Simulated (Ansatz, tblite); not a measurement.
**Sn(SiH3)H3 (SiSnH6): a ladder of methods and basis sets**

Aim: run the singlet of Sn(SiH3)H3 (SiSnH6) at one geometry on many levels, and compare frontier levels, spin and run time.

Program: Ansatz 0.2.0, Gaussian basis. Level of theory: as each input shows. These are calculated values, not measurements.

Plan: GFN1-xTB, GFN2-xTB, PBE-D4/def2-TZVP, r2SCAN-D4/def2-TZVP, B2PLYP/def2-TZVP, r2SCAN0-D4/def2-TZVP, LC-ωPBE/def2-TZVP, B97M-V/def2-TZVP, HSE06-D4/def2-TZVP, ωB97M-V/def2-TZVP, LDA/def2-TZVP, PBE-D4/def2-SVP, PBE0-D4/def2-SVP, PBE0-D4/def2-TZVPD, PBE-D4/def2-TZVPD, r2SCAN-D4/def2-TZVPD, CCSD(T)/def2-TZVPP, MP2/def2-TZVP, RPA/def2-TZVP, CCSD(T)/def2-TZVPD.

1 further run of the same task is left out (set aside as unsound or not needed).

### 1 The geometry

The singlet was relaxed beforehand with PBE-D4/def2-TZVP.

8 atoms, charge 0, spin multiplicity 1.

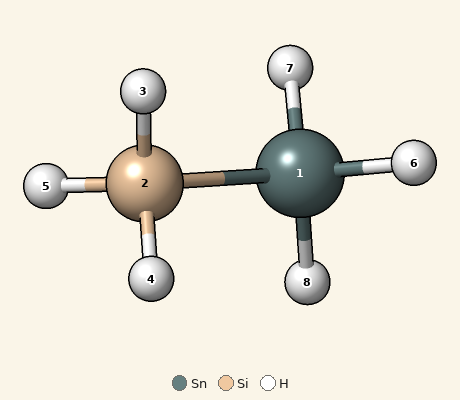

The geometry (tin teal, silicon light orange, hydrogen white); atoms are numbered from 1 in the order of the file.

Sn takes a core potential in the def2 sets. No spin-orbit coupling is included.

PBE0-D4/def2-TZVP was run before; its log isn't repeated, and its numbers join the tables.

### 2 GFN1-xTB

Tight binding, by tblite at 300 K electronic temperature and without a spin-polarisation term:

```python
tblite.interface.Calculator('GFN1-xTB', numbers, positions, charge=0, uhf=0).singlepoint()
```

Energy -205.8937 eV, HOMO -11.46 eV, LUMO -6.32 eV; 0.004 s.

### 3 GFN2-xTB

Tight binding, by tblite at 300 K electronic temperature and without a spin-polarisation term:

```python
tblite.interface.Calculator('GFN2-xTB', numbers, positions, charge=0, uhf=0).singlepoint()
```

Energy -186.7983 eV, HOMO -10.54 eV, LUMO -6.07 eV; 0.002 s.

### 4 PBE-D4/def2-TZVP

start.molden holds the orbitals of an earlier run on this state, given as this run's starting guess.

Contents of in.yaml:

```yaml
crystal:
  periodic: [false, false, false]
  atoms:
    - {symbol: Sn, position_ang: [-0.003357, 0.007971, -1.250934]}
    - {symbol: Si, position_ang: [0.003543, -0.008427, 1.323572]}
    - {symbol: H, position_ang: [0.802810, 1.143263, 1.845202]}
    - {symbol: H, position_ang: [0.606244, -1.280154, 1.830305]}
    - {symbol: H, position_ang: [-1.394249, 0.101744, 1.844488]}
    - {symbol: H, position_ang: [1.602220, -0.022632, -1.868745]}
    - {symbol: H, position_ang: [-0.778701, 1.421006, -1.853169]}
    - {symbol: H, position_ang: [-0.838511, -1.362761, -1.870708]}
basis:
  gaussian: {orbitals: def2-TZVP, initial_orbitals: start.molden}
hamiltonian: {xc: pbe, dispersion: d4}
scf: {omitted_lower_state_checks: [starts]}
output: {orbitals: {seedname: orbitals}}
```

The run is started by

```bash
$ ansatz run in.yaml --threads 4 --pin off --events-out ev --progress --plain --max-ram 3916MiB
```

Further steps of the session: r2SCAN-D4/def2-TZVP; B2PLYP/def2-TZVP; r2SCAN0-D4/def2-TZVP; LC-ωPBE/def2-TZVP; B97M-V/def2-TZVP; HSE06-D4/def2-TZVP; ωB97M-V/def2-TZVP; LDA/def2-TZVP; PBE-D4/def2-SVP; PBE0-D4/def2-SVP; PBE0-D4/def2-TZVPD; PBE-D4/def2-TZVPD; r2SCAN-D4/def2-TZVPD; CCSD(T)/def2-TZVPP; MP2/def2-TZVP; RPA/def2-TZVP; CCSD(T)/def2-TZVPD.

Q: Predict the results of all the runs planned. Wanted: gap in def2-TZVP, named functionals, smallest and largest; correlation energy, CCSD(T)/def2-TZVPP; correlation energy, MP2/def2-TZVP; correlation energy, CCSD(T)/def2-TZVPD; binding an atom, CCSD(T)/def2-TZVPP; PBE0 total energy, smallest basis above largest.

The runs gave:

```
                                                 quantity                              value
gap in def2-TZVP, named functionals, smallest and largest  5.89 eV (LDA), 12.31 eV (LC-ωPBE)
                   correlation energy, CCSD(T)/def2-TZVPP                          -14.24 eV
                        correlation energy, MP2/def2-TZVP                          -12.29 eV
                   correlation energy, CCSD(T)/def2-TZVPD                          -13.84 eV
                      binding an atom, CCSD(T)/def2-TZVPP                           2.554 eV
          PBE0 total energy, smallest basis above largest     3.03 eV (def2-SVP, def2-TZVPD)
```

**Reading.** Orbital gaps of the named functionals in def2-TZVP span 5.89 eV (LDA) to 12.31 eV (LC-ωPBE); exact exchange widens it. The functionals in def2-TZVP miss CCSD(T)/def2-TZVPP by -0.026 (PBE-D4) to +0.296 eV (LDA) an atom. The reference is CCSD(T) in one finite basis, so it carries an error of its own, often a tenth of an eV or more, and near misses can't be ranked.
